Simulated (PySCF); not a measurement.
C$_{7}$H$_{26}$O$_{5}$Si$_{5}$

```yaml
atoms:
  - { symbol: C, position_ang: [-2.4378, -0.4628, -3.5666] }
  - { symbol: O, position_ang: [-1.4115, -1.0065, -2.7934] }
  - { symbol: Si, position_ang: [-0.4066, -0.1646, -1.8469] }
  - { symbol: O, position_ang: [-1.2145, 0.8812, -0.9140] }
  - { symbol: Si, position_ang: [-2.3401, 1.0575, 0.2660] }
  - { symbol: C, position_ang: [-3.4749, -0.4745, 0.3107] }
  - { symbol: C, position_ang: [-3.3260, 2.6134, -0.2324] }
  - { symbol: C, position_ang: [-1.4531, 1.3167, 1.9284] }
  - { symbol: O, position_ang: [0.3484, -1.3275, -1.0383] }
  - { symbol: Si, position_ang: [1.0268, -1.7252, 0.3853] }
  - { symbol: C, position_ang: [-0.2378, -2.6092, 1.4925] }
  - { symbol: C, position_ang: [2.5421, -2.7843, -0.0309] }
  - { symbol: O, position_ang: [1.4472, -0.3694, 1.1794] }
  - { symbol: Si, position_ang: [2.2740, 1.0216, 1.2946] }
  - { symbol: C, position_ang: [1.7677, 2.3147, 0.0139] }
  - { symbol: O, position_ang: [3.8601, 0.7288, 1.1215] }
  - { symbol: Si, position_ang: [5.2090, -0.0896, 0.7749] }
  - { symbol: H, position_ang: [-2.0325, -0.0315, -4.4852] }
  - { symbol: H, position_ang: [-2.9659, 0.3198, -3.0170] }
  - { symbol: H, position_ang: [-3.1328, -1.2640, -3.8209] }
  - { symbol: H, position_ang: [0.5377, 0.6657, -2.5755] }
  - { symbol: H, position_ang: [-4.0270, -0.5506, 1.2427] }
  - { symbol: H, position_ang: [-2.8858, -1.3794, 0.1939] }
  - { symbol: H, position_ang: [-4.2025, -0.4567, -0.4965] }
  - { symbol: H, position_ang: [-2.6743, 3.4745, -0.3450] }
  - { symbol: H, position_ang: [-3.8507, 2.4782, -1.1739] }
  - { symbol: H, position_ang: [-4.0663, 2.8592, 0.5217] }
  - { symbol: H, position_ang: [-0.6665, 0.5822, 2.0648] }
  - { symbol: H, position_ang: [-0.9879, 2.2966, 1.9812] }
  - { symbol: H, position_ang: [-2.1407, 1.2378, 2.7648] }
  - { symbol: H, position_ang: [0.2244, -2.9818, 2.4014] }
  - { symbol: H, position_ang: [-0.6767, -3.4565, 0.9749] }
  - { symbol: H, position_ang: [-1.0447, -1.9430, 1.7828] }
  - { symbol: H, position_ang: [2.2663, -3.6660, -0.6001] }
  - { symbol: H, position_ang: [3.2623, -2.2227, -0.6180] }
  - { symbol: H, position_ang: [3.0428, -3.1157, 0.8728] }
  - { symbol: H, position_ang: [2.0978, 1.3918, 2.6971] }
  - { symbol: H, position_ang: [0.7014, 2.2703, -0.1766] }
  - { symbol: H, position_ang: [2.2787, 2.1508, -0.9312] }
  - { symbol: H, position_ang: [2.0116, 3.3190, 0.3473] }
  - { symbol: H, position_ang: [6.2809, 0.8214, 1.1763] }
  - { symbol: H, position_ang: [5.2433, -0.3573, -0.6652] }
  - { symbol: H, position_ang: [5.2351, -1.3341, 1.5436] }
```

Geometry: GFN2-xTB.

All numbers below come from PBE0/6-31G*, SCF density, gas phase, non-relativistic (PySCF 2.14.0).

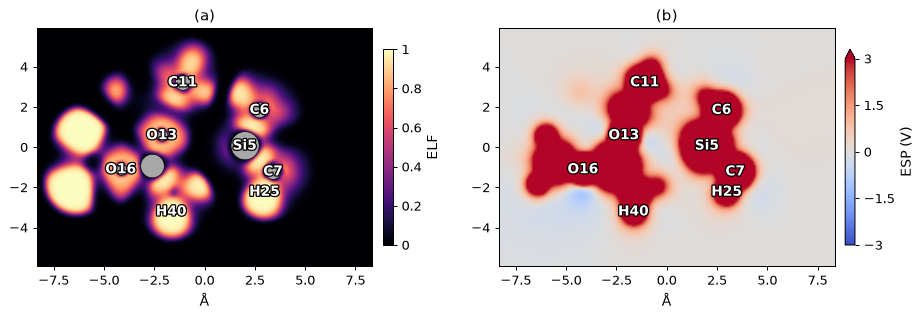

Figure 1. (a) ELF; (b) electrostatic potential on the plane of atoms Si5, C7 and H25. Grey discs cover the atomic cores in the ELF map.

Question: Describe what can be read from this map.

Answer: The section cuts through Si, C, O and H sites. C–Si (1.91 Å): the ELF peaks at about 0.95 between the atoms: localised, covalent bonding. C–H (1.09 Å): the ELF climbs to about 1 towards the hydrogen, as it does in any bond to H: an ordinary covalent bond to hydrogen. The ELF also peaks beside O16, away from the bonds: lone-pair regions. Outside the dense part of the molecule the potential is most negative (−1.0 V) near O16.

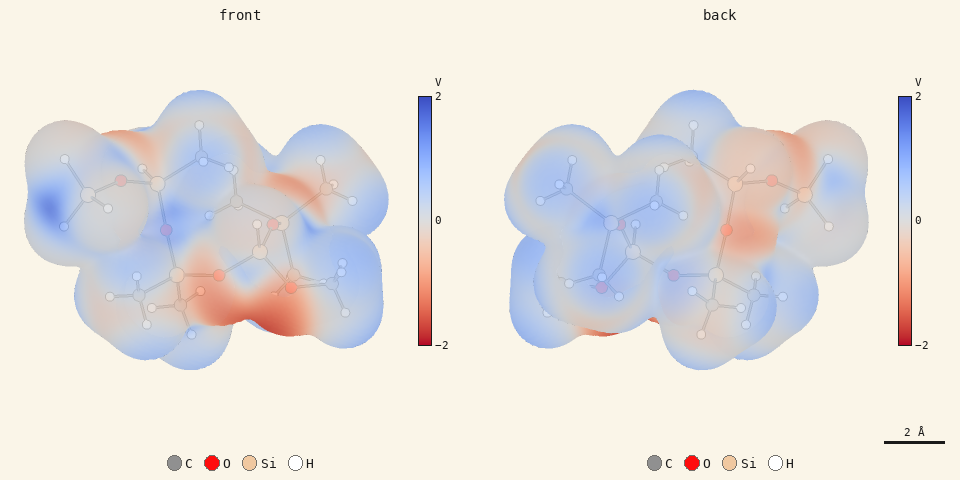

Figure 2. The electrostatic potential painted on the density surface at 0.002 e/bohr³, seen from the front and from behind; the colour scale runs from red (negative) to blue (positive).

Question: Describe the electrostatic potential map.

Answer: The most negative region (about −1.5 V) lies over O2, the most positive (about +1.0 V) over Si14 and Si17. O2 is the likeliest acceptor of a hydrogen bond.
